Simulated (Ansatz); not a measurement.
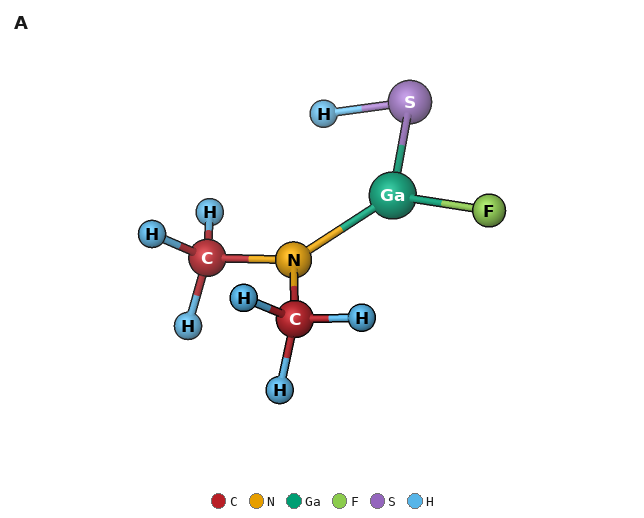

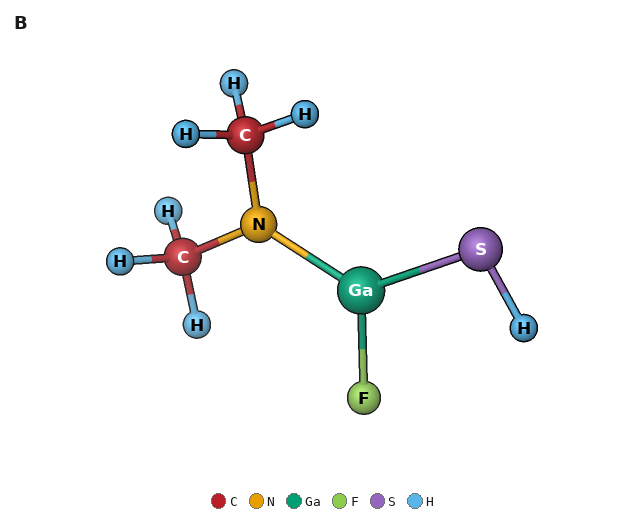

2 stationary structures of one formula. Geometries: PBE0-D4/def2-TZVP. Electronic energies: r2SCAN-D4/def2-TZVPP (Ansatz 0.2.0), without zero-point energy. No frequency run is at hand to confirm each as a minimum.

### Which structure is the most stable?

B is lowest; A lies 0.031 eV above it (a minimum).

Give E(B) − E(A) in eV at these levels too: PBE0-D4/def2-TZVPP; CCSD(T)/CBS (MP2 limit from def2-TZVPP and def2-QZVPP plus CCSD(T) − MP2); B3LYP-D4/def2-TZVPP; ωB97X-V/def2-TZVPP; PBE0-D4/def2-TZVP; B2PLYP (frozen core)/def2-TZVPP; PBE-D4/def2-TZVPP; r2SCAN-D4/def2-TZVPP.

| level | E(B) − E(A) (eV) |
| --- | --- |
| PBE0-D4/def2-TZVPP | −0.027 |
| CCSD(T)/CBS (MP2 limit from def2-TZVPP and def2-QZVPP plus CCSD(T) − MP2) | −0.022 |
| B3LYP-D4/def2-TZVPP | −0.026 |
| ωB97X-V/def2-TZVPP | −0.029 |
| PBE0-D4/def2-TZVP | −0.029 |
| B2PLYP (frozen core)/def2-TZVPP | −0.028 |
| PBE-D4/def2-TZVPP | −0.027 |
| r2SCAN-D4/def2-TZVPP | −0.031 |
